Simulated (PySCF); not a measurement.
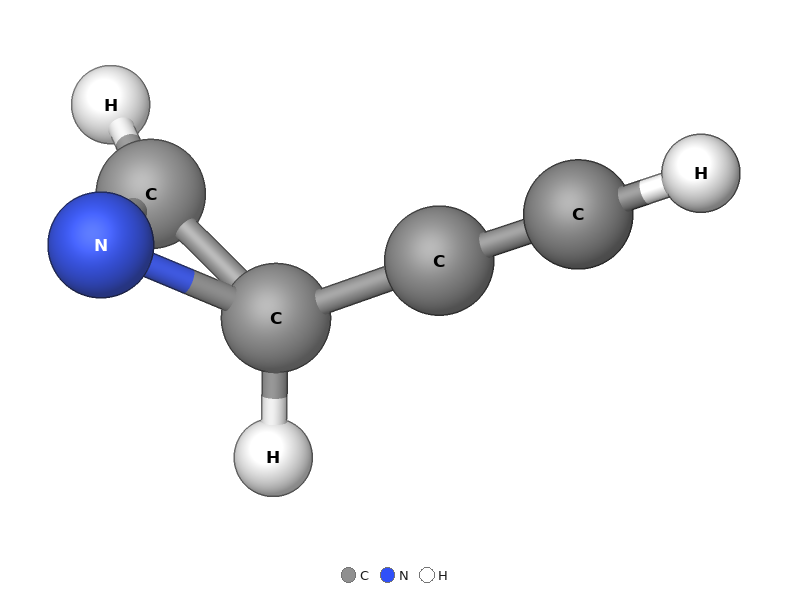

A ball-and-stick model of a molecule.

Description:

The molecule is C₄H₃N. As SMILES it reads `C#C[C@@H]1C=N1`. Independent rings (smallest set): 1 of 3 members. Among its groups: alkyne, imine. This geometry has C1 symmetry. Coordination, clear cases only: 2 C linear.

The parts below concern this one geometry. Atoms keep their numbers from picture to picture. The computed structure is the end point of a PBE0-D3(BJ)/def2-SVP optimisation. No frequency run is at hand to confirm it as a minimum.

## Geometry

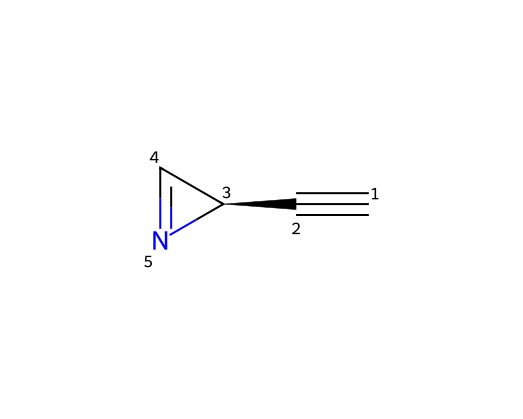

Skeletal drawing with numbered atoms; wedges and dashes mark any stereocentres. The configuration is that of a computed structure (PBE0-D3(BJ)/def2-SVP).

**What are the Cahn–Ingold–Prelog descriptors?**

C3: R.

## Bond orders

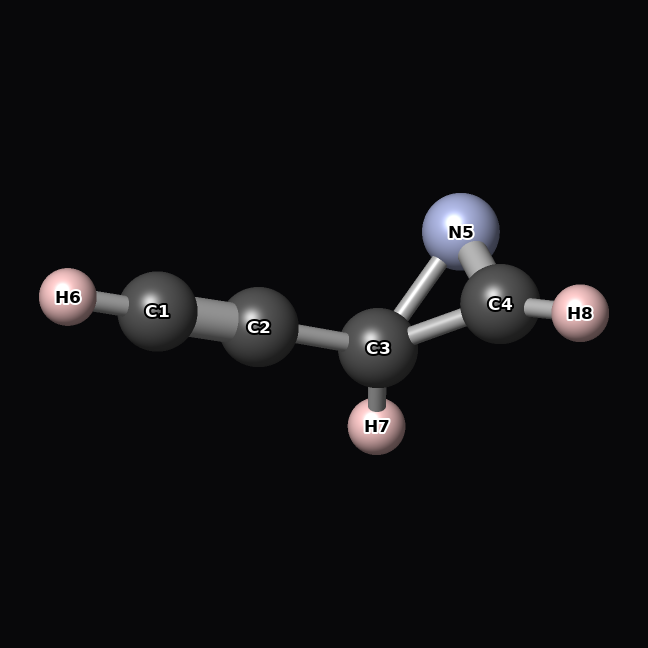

The thickness of each stick grows with its Mayer bond order. No frequency run is at hand to confirm it as a minimum. Method: PBE0/pcSseg-1 (PySCF 2.14.0).

**Which bond has the highest Mayer bond order?**

C1–C2, 2.48, at a length of 1.212 Å.

List the Mayer bond orders of C1–C2, C1–H6, C2–C3, C3–C4, C3–N5, C3–H7, C4–N5, C4–H8.

| bond | Mayer order | length (Å) |
| --- | --- | --- |
| C1–C2 | 2.48 | 1.212 |
| C1–H6 | 1.12 | 1.074 |
| C2–C3 | 0.99 | 1.439 |
| C3–C4 | 0.99 | 1.454 |
| C3–N5 | 0.92 | 1.532 |
| C3–H7 | 0.93 | 1.098 |
| C4–N5 | 1.82 | 1.248 |
| C4–H8 | 0.97 | 1.093 |

## NMR shielding

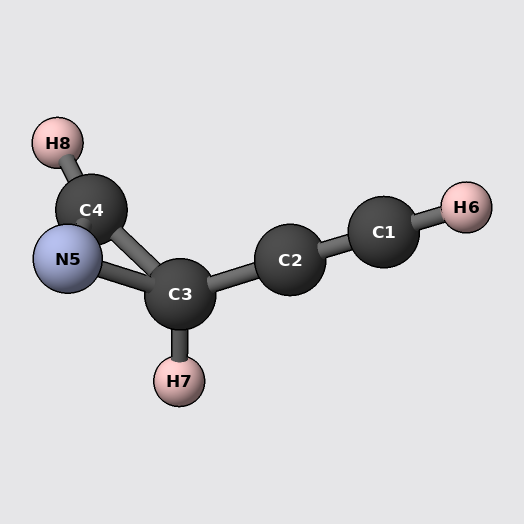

No frequency run is at hand to confirm it as a minimum. Method: GIAO B97-2/pcSseg-2 NMR shielding, non-relativistic, gas phase (PySCF 2.14.0). Principal shieldings σ11 ≤ σ22 ≤ σ33, span Ω = σ33 − σ11, skew κ = 3(σiso − σ22)/Ω.

Give the shielding tensors of the C atoms.

```json
{"atom": "C1", "σ11": "38.1", "σ22": "43.9", "σ33": "263.3", "σiso": "115.1", "Ω": "225.3", "κ": "0.95"}
{"atom": "C2", "σ11": "−6.4", "σ22": "0.5", "σ33": "289.0", "σiso": "94.4", "Ω": "295.4", "κ": "0.95"}
{"atom": "C3", "σ11": "102.8", "σ22": "145.2", "σ33": "249.3", "σiso": "165.8", "Ω": "146.5", "κ": "0.42"}
{"atom": "C4", "σ11": "−161.4", "σ22": "59.2", "σ33": "138.8", "σiso": "12.2", "Ω": "300.2", "κ": "−0.47"}
```

Shieldings and span in ppm.

## Core levels

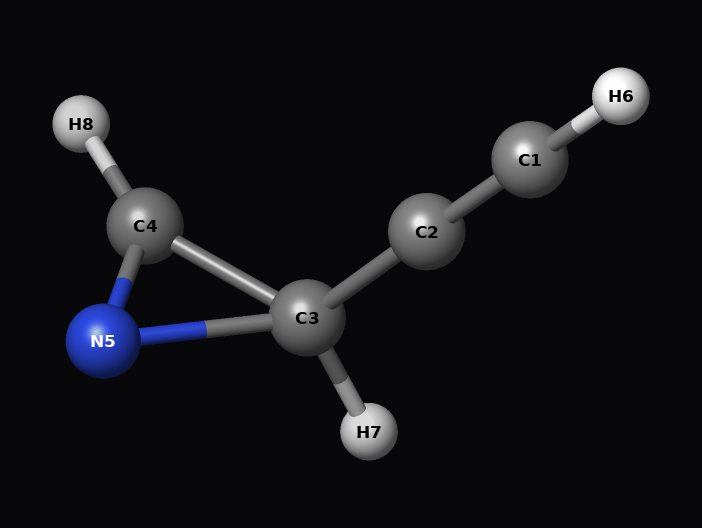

No frequency run is at hand to confirm it as a minimum. Properties computed with delta-SCF UKS SCAN, pcX-2 on the ionised atom, pcseg-1 elsewhere, spin-free X2C (PySCF 2.14.0).

Give the core-electron binding energies (to vacuum) of C1 1s, C2 1s, C3 1s, C4 1s, N5 1s.

| atom | level | binding energy (eV) |
| --- | --- | --- |
| C1 | 1s | 290.4 |
| C2 | 1s | 290.9 |
| C3 | 1s | 292.7 |
| C4 | 1s | 292.7 |
| N5 | 1s | 405.6 |
